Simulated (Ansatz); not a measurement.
## Single-point calculation, with input and output: SiH₂Cl₂

The run: single-point calculation of SiH₂Cl₂. Method and program: RKS PBE-D4/def2-TZVPP (Ansatz 0.2.0).

The geometry comes from this level: PBE0-D4/def2-TZVP.

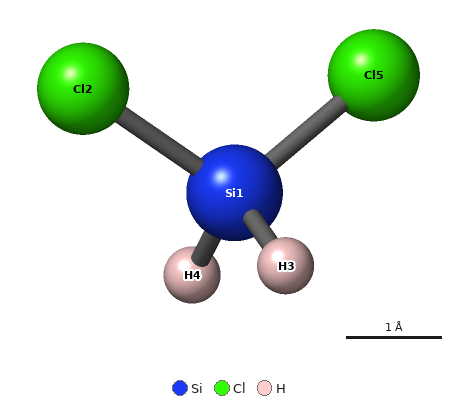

Fig. 1: The input geometry (ball-and-stick view, seen at a tilt; atoms are numbered from 1 in the order of the input). Bond lengths as drawn: Cl–Si 2.04 Å and H–Si 1.48 Å.

**Summary**

| quantity | value |
| --- | --- |
| outcome | converged |
| total energy | −32944.9026 eV |
| mean-field energy | −32944.7802 eV |
| dispersion energy | −0.1224 eV |
| SCF solution under orbital rotations | stable |
| hardware | 8 threads of Intel Xeon @ 2.80GHz, 23 GiB of memory available, shared host |
| peak memory | 0.58 GiB |

**The input**
```yaml
crystal:
  periodic: [false, false, false]
  atoms:
    - {symbol: Si, position_ang: [-1.201782, 0.588885, -0.476532]}
    - {symbol: Cl, position_ang: [-0.118206, -1.136959, -0.577058]}
    - {symbol: H, position_ang: [-1.594293, 0.975461, -1.845249]}
    - {symbol: H, position_ang: [-2.361539, 0.362532, 0.406995]}
    - {symbol: Cl, position_ang: [-0.065298, 2.085545, 0.317945]}
basis:
  gaussian: {orbitals: def2-TZVPP}
hamiltonian: {xc: pbe, dispersion: d4}
```

Launched with:
```bash
ansatz run in.yaml --threads 8 --pin off --events-out ev --progress --plain --max-ram 19148MiB
```

**Log**
```
Functional definition: PBE
  name "PBE"
  cite "Perdew, Burke & Ernzerhof, Phys. Rev. Lett. 77, 3865 (1996) doi:10.1103/PhysRevLett.77.3865"
  parent pbe
  parameter kappa = 0.804
  parameter beta = 0.06672455060314922
  exchange = pbe_x(kappa = kappa, mu = beta*pi^2/3)
  correlation = pbe_c(beta = beta)
994 factors; their error is unknown
mean field evaluation 1: about -32943.8466 eV, gradient 1.8e1 eV
mean field evaluation 2: about -32944.0272 eV, gradient 1.9e1 eV
mean field evaluation 4: about -32944.8077 eV, gradient 1.6e0 eV
mean field evaluation 8: about -32944.8124 eV, gradient 4.6e-2 eV
mean field -32944.78015288 eV, -1210.6983398442 hartree, gradient 3.7e-5 eV, S^2 0.000000; 0 other end points of the search recorded, 0 dependent functions left out
reference -32944.78018906 eV, -1210.6983411739 hartree; 25, 25 occupied and 129, 129 virtual orbitals, 994 factors
Total energy: -32944.90257248 eV, -1210.7028386817 hartree
```
